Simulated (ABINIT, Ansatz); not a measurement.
# KTaO3 (Pm-3m): zone-centre phonons, part 4 of 4

Aim: the zone-centre modes of KTaO3 (Pm-3m).

ABINIT 10.8.3; DFT LDA, scalar-relativistic, plane waves, PseudoDojo norm-conserving pseudopotentials.

So far, mean static dielectric tensor (ions relaxed, fixed cell): step 7 (modes with the sum rule) 209.

**9. A second program**

A second program on the same cell, potentials, cutoff and meshes tests the implementation of the phonon response, not its convergence. Its field response is summed in its own way.

This step: DFT LDA, scalar-relativistic, plane waves, PseudoDojo norm-conserving pseudopotentials (Ansatz 0.2.0).

File input.yaml:

```yaml
crystal:
  lattice:
    - [3.9387513968, 0.0, 0.0]
    - [0.0, 3.9387513968, 0.0]
    - [0.0, 0.0, 3.9387513968]
  atoms:
    - { symbol: K, position: [0.5, 0.5, 0.5] }
    - { symbol: Ta, position: [0.0, 0.0, 0.0] }
    - { symbol: O, position: [0.5, 0.0, 0.0] }
    - { symbol: O, position: [0.0, 0.5, 0.0] }
    - { symbol: O, position: [0.0, 0.0, 0.5] }
kpoints:
  mp_grid: { grid: [6, 6, 6] }
hamiltonian:
  xc: lda
  pseudopotentials: { kind: nc, accuracy: standard }
scf:
  occupations: { method: fixed }
output:
  eigenvalues: true
basis:
  ecutwfc: 979.61
phonons:
  method: dfpt
  dielectric: true
  rigid_motions: translations
```

On the command line:

```
> ansatz run input.yaml --threads 4 --pin off --max-ram 16384MiB --backend cpu --events-out ev --progress --plain --runs-dir out
```

The program printed:

```text
Warning: basis.ecutwfc = 979.61 eV is below the records' recommended 1142.878222 eV, and the density's cutoff is lower with it unless basis.ecutrho_ratio is high enough to keep the records' density cutoff: compare with a run at a higher cutoff
Engine: ansatz 0.2.0, aarch64-unknown-linux-gnu
Pseudopotentials: kind: nc
Pseudopotential: K, nc, valence charge 9, recommended cutoff 979.609905 eV (normal), K.nc.azcp (PseudoDojo's, or run here from an input of PseudoDojo's; its table is named by hamiltonian.pseudopotentials.accuracy)
Pseudopotential: Ta, nc, valence charge 13, recommended cutoff 789.130201 eV (normal), Ta.nc.azcp (PseudoDojo's, or run here from an input of PseudoDojo's; its table is named by hamiltonian.pseudopotentials.accuracy)
Pseudopotential: O, nc, valence charge 6, recommended cutoff 1142.878222 eV (normal), O.nc.azcp (PseudoDojo's, or run here from an input of PseudoDojo's; its table is named by hamiltonian.pseudopotentials.accuracy)
Functional definition: SPW92
  exchange = slater_x
  correlation = pw_c
Crystal: 5 atoms, lattice volume = 61.105 Å³
Basis set: ecut = 979.61 eV, 4337 PW (Γ), exchange–correlation on 90×90×90 points (8 copies of the dense FFT grid, shifted against one another)
Bands: 25, of which v1, the nominal top of the filled ones, is band 20 counted from 1 (19 counted from 0)
Symmetry: 48 space group operations
k-points: 80 of 216 (irreducible under 2 space group operations, time reversal used)
Non-local potential: K, projectors of the file, l = 0: 2, l = 1: 2, l = 2: 2
Non-local potential: Ta, projectors of the file, l = 0: 2, l = 1: 2, l = 2: 2, l = 3: 2
Non-local potential: O, projectors of the file, l = 0: 2, l = 1: 2, l = 2: 1
Initial density: superposition of atomic densities (chi_scale 0.1, normalization cell, long waves kept (reshape's long-wave potential 0.00 eV rms))
Initial wavefunctions: pseudopotential atomic-orbital guess
Functional: x = slater, c = lda
SCF iter   1: F=—  HF=-3943.440275 eV  |F-HF|=—  |Δ(HF+E_count)|=         —  Δρ=5.94e-2  dr2=2.00e0  ethr=3.10e-3  ⟨swp⟩=5.9  Hψ=9141  notcnv=0  defer=178
preconditioner: auto → Resta (q_TF=auto, 2.542 Å⁻¹)  ε∞=4.5  [insulator: Δε(μ)=2.742 eV  Ē_g=14.005 eV  n_scr=18 (ndim 8)  ℏωp=26.0 eV  f_vac=0.000  ε∞_Penn≈4.5]
SCF iter   2: F=—  HF=-3942.822260 eV  |F-HF|=—  |Δ(HF+E_count)|=   6.18e-1  Δρ=3.17e-2  dr2=5.09e-1  ethr=3.10e-3  ⟨swp⟩=2.9  Hψ=3965  notcnv=0  defer=201
SCF iter   3: F=—  HF=-3942.638299 eV  |F-HF|=—  |Δ(HF+E_count)|=   1.84e-1  Δρ=1.50e-2  dr2=1.17e-1  ethr=1.27e-3  ⟨swp⟩=2.6  Hψ=3501  notcnv=0  defer=225
SCF iter   4: F=—  HF=-3942.610287 eV  |F-HF|=—  |Δ(HF+E_count)|=   2.80e-2  Δρ=3.94e-3  dr2=6.40e-3  ethr=2.93e-4  ⟨swp⟩=3.0  Hψ=3529  notcnv=0  defer=228
SCF iter   5: F=—  HF=-3942.608723 eV  |F-HF|=—  |Δ(HF+E_count)|=   1.56e-3  Δρ=7.51e-4  dr2=2.32e-4  ethr=1.60e-5  ⟨swp⟩=2.4  Hψ=3880  notcnv=0  defer=226
SCF iter   6: F=—  HF=-3942.608667 eV  |F-HF|=—  |Δ(HF+E_count)|=   5.58e-5  Δρ=1.63e-4  dr2=1.14e-5  ethr=5.79e-7  ⟨swp⟩=2.0  Hψ=3337  notcnv=0  defer=222
SCF iter   7: F=—  HF=-3942.608668 eV  |F-HF|=—  |Δ(HF+E_count)|=   8.09e-7  Δρ=3.12e-5  dr2=2.68e-7  ethr=2.86e-8  ⟨swp⟩=2.1  Hψ=3592  notcnv=0  defer=221
SCF iter   8: F=—  HF=-3942.608602 eV  |F-HF|=—  |Δ(HF+E_count)|=   6.52e-5  Δρ=2.91e-6  dr2=3.33e-9  ethr=6.70e-10  ⟨swp⟩=2.0  Hψ=3523  notcnv=0  defer=203
SCF iter   9: F=-3942.608602 eV  HF=-3942.608602 eV  |F-HF|=4.32e-11  |Δ(HF+E_count)|=   1.04e-9  Δρ=3.91e-7  dr2=8.52e-11  ethr=1.00e-12  ⟨swp⟩=17.1  Hψ=20426  notcnv=0
SCF 1 converged in 9 iterations: F = -3942.608602 eV  dr2 = 8.52e-11
DFPT response loops at Γ: preconditioner auto → none (the input reference at scf.mixing.eps_inf says where Resta's filter doesn't serve); β = 0.50; Broyden in place of MSR1
── the response to a field inside a basis, on 8×8×8 k-points: an SCF that follows is theirs, and a resumed run solves both again ──
Bands: 21, of which v1, the nominal top of the filled ones, is band 20 counted from 1 (19 counted from 0)
k-points: 20 of 512
Initial density: handed on by an earlier stage of this run
Initial wavefunctions: pseudopotential atomic-orbital guess (no wavefunctions were taken with the density)
Eigensolver: Dense (20 Hₖ)
SCF iter   1: F=—  HF=-3942.607353 eV  |F-HF|=—  |Δ(HF+E_count)|=         —  Δρ=6.47e-4  dr2=1.99e-5  ethr=1.00e-1
preconditioner: auto → Resta (q_TF=auto, 2.542 Å⁻¹)  ε∞=5.8  [insulator: Δε(μ)=2.455 eV  Ē_g=12.316 eV  n_scr=18 (ndim 8)  ℏωp=26.9 eV  f_vac=0.007  ε∞_Penn≈5.8]
SCF iter   2: F=—  HF=-3942.607356 eV  |F-HF|=—  |Δ(HF+E_count)|=   3.32e-6  Δρ=3.32e-4  dr2=5.23e-6  ethr=4.98e-8
SCF iter   3: F=—  HF=-3942.607358 eV  |F-HF|=—  |Δ(HF+E_count)|=   1.82e-6  Δρ=5.68e-5  dr2=1.05e-6  ethr=1.31e-8
SCF iter   4: F=-3942.607358 eV  HF=-3942.607358 eV  |F-HF|=1.63e-10  |Δ(HF+E_count)|=   2.19e-7  Δρ=4.86e-6  dr2=6.00e-9  ethr=2.62e-9
SCF 1 converged in 4 iterations: F = -3942.607358 eV  dr2 = 6.00e-9
DFPT response loops at Γ: mixed as the last ones told, above
WARN: field response: ε∞ stands inside a basis, on 8×8×8 points; the force constants stand on the 6×6×6 k-mesh, whose period is 13.67 times the interband length at k = (0.0000, 0.0000, 0.0000), direct gap 2.789 eV, under 14: take them and everything formed from them as unconverged, and compare with a denser kpoints.mp_grid
SCF converged after 9 iterations
Free energy (F): -3942.608602 eV
Harris-Foulkes:  -3942.608602 eV  (|F-HF|=4.32e-11)
Internal energy: -3942.608602 eV  (E = F + TS)
E sigma→0 (E₀):  -3942.608602 eV
Fermi energy:    8.895693 eV
--- Per-component energies (eV) ---
  E_band       = -243.732217
  E_kinetic    = 1652.751771
  E_local      = -2604.808000  (includes V_loc(G=0)·N_el)
  E_nonlocal   = 19.594362
  E_hartree    = 755.151083
  E_xc         = -908.468649
  E_vxc        = -821.572718  (∫ρ·V_xc dr)
  E_ewald      = -2856.829169
  E_smearing   = -0.000000  (= −TS)
  E_closure    = 0.000000  (closes the sum)
  Σ components = -3942.608602   (vs F -3942.608602, Δ=0.00e0)
--- Band table (eV; the first three rows and the last of 80) ---
  k-point 0: bands = [... 16 lower, 7.7675, 8.2723, 8.2723, 8.2723, 11.0613, 11.0613, 11.0613, 15.6106, ... 1 higher]
  k-point 1: bands = [... 16 lower, 7.5606, 7.6285, 8.1541, 8.1541, 11.1053, 11.9134, 11.9134, 16.0876, ... 1 higher]
  k-point 2: bands = [... 16 lower, 6.8781, 7.3692, 8.0653, 8.0653, 11.1967, 13.3831, 13.3831, 16.1943, ... 1 higher]
  k-point 79: bands = [... 16 lower, 4.8679, 8.8957, 8.8957, 8.8957, 15.6824, 15.6824, 15.6824, 17.7630, ... 1 higher]
--- Phonons (Γ-DFPT): 4 representative perturbations + reference, on 80 of 216 k-points (Σ response iterations 13) ---
  k mesh reduced under 2 symmetry operations, with k and −k counted as one. Each operation leaves every solved perturbation unchanged. A smaller set is not considered because the run solves the response to a homogeneous field
  ASR residual: 7.816e-4 → 0.000e0 eV/Å²; symmetrization residual: 4.933e-6 eV/Å²
  ASR residual per site (eV/Å²): 8.37e-6 7.82e-4 1.90e-4 1.90e-4 1.90e-4
  Γ frequencies (cm⁻¹): 0.00 0.00 0.00 90.60 90.60 90.60 184.36 184.36 184.36 248.49 248.49 248.49 554.27 554.27 554.27
  ε∞ (high-frequency dielectric tensor):
        5.371234    -0.000000     0.000000
       -0.000000     5.371234     0.000000
        0.000000     0.000000     5.371234
  ε⁰ (static dielectric tensor: ions relaxed, cell fixed):
      206.124202    -0.000000     0.000000
       -0.000000   206.124202    -0.000000
        0.000000    -0.000000   206.124202
  ε⁰ − ε∞ (ionic part):
      200.752968    -0.000000     0.000000
       -0.000000   200.752968    -0.000000
        0.000000    -0.000000   200.752968
  softest optical mode at Γ: 90.60 cm⁻¹; the repairs (sum rule, projections) moved no ω² at Γ by more than (2.12 cm⁻¹)²
  Born effective charges Z* (e; rows j = field, columns β = displacement):
    site 0:
         1.15372    0.00000    0.00000
        -0.00000    1.15372    0.00000
         0.00000    0.00000    1.15372
    site 1:
         8.66009    0.00000    0.00000
         0.00000    8.66009    0.00000
         0.00000    0.00000    8.66009
    site 2:
        -6.43853   -0.00000   -0.00000
        -0.00000   -1.68764    0.00000
         0.00000   -0.00000   -1.68764
    site 3:
        -1.68764    0.00000   -0.00000
         0.00000   -6.43853    0.00000
         0.00000    0.00000   -1.68764
    site 4:
        -1.68764    0.00000   -0.00000
        -0.00000   -1.68764    0.00000
         0.00000    0.00000   -6.43853
  Z* charge neutrality: 2.559e-3 e pre-enforcement
  solved inside a basis spanned on kpoints, on 8×8×8 k-points, its susceptibility summed on 10×10×10: ε∞ is read to err by 1.7e-2, Z* by 4.0e-2 e (field_mesh: kpoints solves on kpoints); Z* is corrected for what the basis lacks
  optical modes at Γ without the LO–TO term, one row a degenerate level:
      ω (cm⁻¹)  modes    IR ((D/Å)²/amu)
         90.60      3           135.5212
        184.36      3            16.1210
        248.49      3             0.0000
        554.27      3            83.3774
  optical modes at Γ + LO–TO along q̂ = [1.0000, 0.0000, 0.0000]:
      ω (cm⁻¹)  modes    IR ((D/Å)²/amu)
         90.60      2            90.3474
        175.77      1             0.0365
        184.36      2            10.7474
        248.49      3             0.0000
        399.16      1             6.5944
        554.27      2            55.5850
        817.49      1            71.7090
  optical modes at Γ + LO–TO along q̂ = [0.0000, 1.0000, 0.0000]:
      ω (cm⁻¹)  modes    IR ((D/Å)²/amu)
         90.60      2            90.3474
        175.77      1             0.0365
        184.36      2            10.7474
        248.49      3             0.0000
        399.16      1             6.5944
        554.27      2            55.5850
        817.49      1            71.7090
  optical modes at Γ + LO–TO along q̂ = [0.0000, 0.0000, 1.0000]:
      ω (cm⁻¹)  modes    IR ((D/Å)²/amu)
         90.60      2            90.3474
        175.77      1             0.0365
        184.36      2            10.7474
        248.49      3             0.0000
        399.16      1             6.5944
        554.27      2            55.5850
        817.49      1            71.7090
```

Elapsed: 66 s, on 4 threads of Arm Neoverse V2, shared host; peak memory 1.8 GiB.

Numbers from this step:

```yaml
gap_on_the_k_mesh: 2.166 eV
sum_rule_residual_before_enforcement: 7.82e-4 eV/Å²
miss_of_the_charge_sum_rule: 0.002559 e
estimated_error_of_the_dielectric_tensor: 0.01699
estimated_error_of_the_born_charges: 0.04019 e
lowest_optical_zone_centre_mode: 90.6 cm⁻¹
mean_high_frequency_dielectric_constant: 5.371
largest_born_charge_in_size_third_of_the_trace: 8.660 e
mean_static_dielectric_constant: 206.1
highest_mode_moved_by_the_lo_to_term: 817.5 cm⁻¹
```

Transverse modes. Lines of the infrared spectrum (strongest = 100):

```
position (cm⁻¹)  label  IR intensity ((D/Å)²/amu), degenerate modes summed, relative
             91    T1u                                                           100
            184    T1u                                                            12
            248    T2u                                                           0.0
            554    T1u                                                            62
```

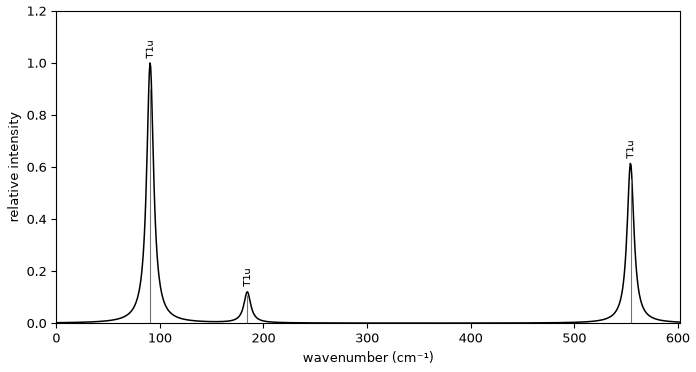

The infrared spectrum, broadened with Lorentzians of width 8 cm⁻¹; bars mark the lines.

The log warns that the force constants on this k mesh are to be taken as unconverged.

**10. The two compared: ABINIT PseudoDojo and Ansatz, PseudoDojo**

Worked out from the results:

| Item | Value |
| --- | --- |
| root-mean-square difference | 0.01 cm⁻¹ |
| largest difference | 0.01 cm⁻¹ |

The two runs side by side. Further quantities:

```csv
quantity,ABINIT PseudoDojo,"Ansatz, PseudoDojo"
mean ε∞,5.439,5.371
"largest Born charge in size (e; the first before, the second after the charge sum rule)",8.72,8.66
summed IR intensity ((D/Å)²/amu),238.7,235
```

At the zone centre the largest difference (acoustic modes at Γ apart) is 0.002 % of the highest mode.

**11. Outcome**

```json
{
 "space group after relaxation": "Pm-3m",
 "volume per atom": "12.2 Å³",
 "highest optical zone-centre mode (no LO-TO term)": "554.3 cm⁻¹",
 "lowest optical zone-centre mode": "90.6 cm⁻¹",
 "highest mode moved by the LO-TO term": "818.4 cm⁻¹",
 "mean high-frequency dielectric constant": "5.44",
 "largest Born charge in size (third of the trace)": "8.72 e",
 "mean static dielectric constant": "209.3",
 "imaginary optical modes at the zone centre (no q mesh in this session)": "none",
 "largest difference from Ansatz, PseudoDojo": "0.01 cm⁻¹"
}
```

In words: At the LDA level the optical modes of KTaO3 (Pm-3m) at the zone centre (no LO-TO term) run from 91 to 554 cm⁻¹. The base run prints -0.95 GPa, mostly the error of a finite basis; the relaxation, with a smoothed and higher cutoff, had brought the cell to rest. Along the directions run, the highest mode that the macroscopic field moves lies at 818 cm⁻¹. Lattice motion raises the mean dielectric constant from 5.439 to 209.3. ABINIT PseudoDojo and Ansatz, PseudoDojo agree to 0.01 cm⁻¹ (0.002 % of the highest mode compared) on all solved modes but the acoustic ones at Γ, without the LO-TO term. These are harmonic frequencies at zero temperature: anharmonic shifts and linewidths and thermal expansion are left out. Spin-orbit coupling is left out, which can matter for the heavy elements here. Ansatz warns that the cutoff lies 14 % under the one recommended for these files; agreement at one cutoff is not convergence. Ansatz's log warns that force constants on this k mesh are to be taken as unconverged, an error that the frequencies of both programs share.

[Host names and launcher messages were left out of these logs when they were recorded.]

[Logs are printed without paths, hosts, clocks, repeated set-up lines and the standing remarks that a program may print on its own settings, such as how far it seeks lower states.]

[Hosts, paths, dates, database ids (printed as entryN), source tags and the programs' standing remarks are cut or masked in the printed files.]
